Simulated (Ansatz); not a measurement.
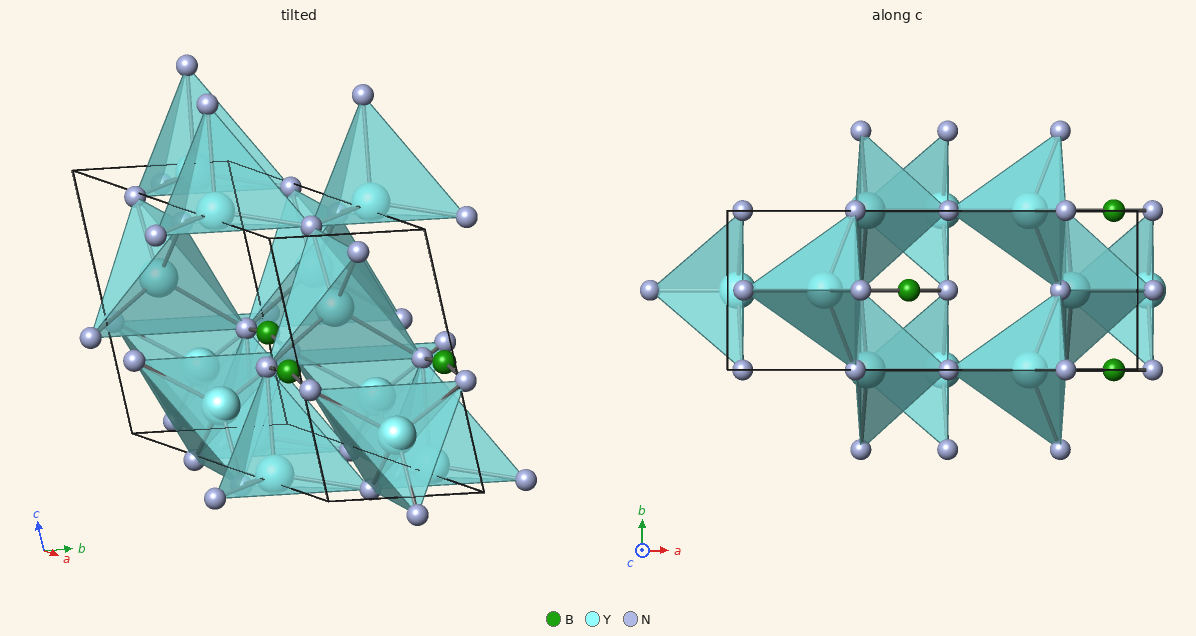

View slightly off an axis and along the c axis, drawn as a polyhedral model. The edges of the conventional unit cell are marked. Some neighbours outside the box are added.

Y3BN4, space group Cm (No. 8), a = 12.072 Å, b = 3.968 Å, c = 6.827 Å, α = 90.00°, β = 122.23°, γ = 90.00°. Provenance: a structure type filled with these elements by a generator (whether the compound takes this form wasn't checked). Earlier steps of the study, as a rule a relaxation of our own, may have changed the cell and positions, so they can lie some per cent off the listed ones. Ansatz was used for an electronic-structure calculation on it.

This one geometry was computed with Ansatz (DFT, plane waves, PAW) at five levels of theory: HSE06, r2SCAN, PBE, PBE with spin-orbit coupling and PBE0. It was relaxed beforehand with r2SCAN.

Which level gives the highest pressure at this volume, and what does that say about its equilibrium volume?

Highest: PBE (1.2 GPa) and PBE with spin-orbit coupling (1.2 GPa), which points to the largest equilibrium volume. Lowest, with the smallest volume: HSE06 (-0.8 GPa) and PBE0 (-0.8 GPa). Levels within 0.5 GPa of each other can't be told apart.

How does the band gap change with the level of theory?

PBE with spin-orbit coupling: a gap of 1.68 eV, indirect; PBE: a gap of 1.68 eV, indirect; r2SCAN: a gap of 1.99 eV, indirect; HSE06: a gap of 2.54 eV, indirect; PBE0: a gap of 3.23 eV, indirect.

Collect the results in a table.

| level | cutoff (eV) | k-mesh of the run's cell | gap (eV) | pressure (GPa) |
| --- | --- | --- | --- | --- |
| HSE06 | 420 | 4×4×4 | 2.54 | -0.8 |
| r2SCAN | 500 | 8×8×6 | 1.99 | 0.0 |
| PBE | 420 | 8×8×6 | 1.68 | 1.2 |
| PBE with spin-orbit coupling | 420 | 8×8×6 | 1.68 | 1.2 |
| PBE0 | 420 | 4×4×4 | 3.23 | -0.8 |

Gaps are taken on the k-mesh or band path of each run.
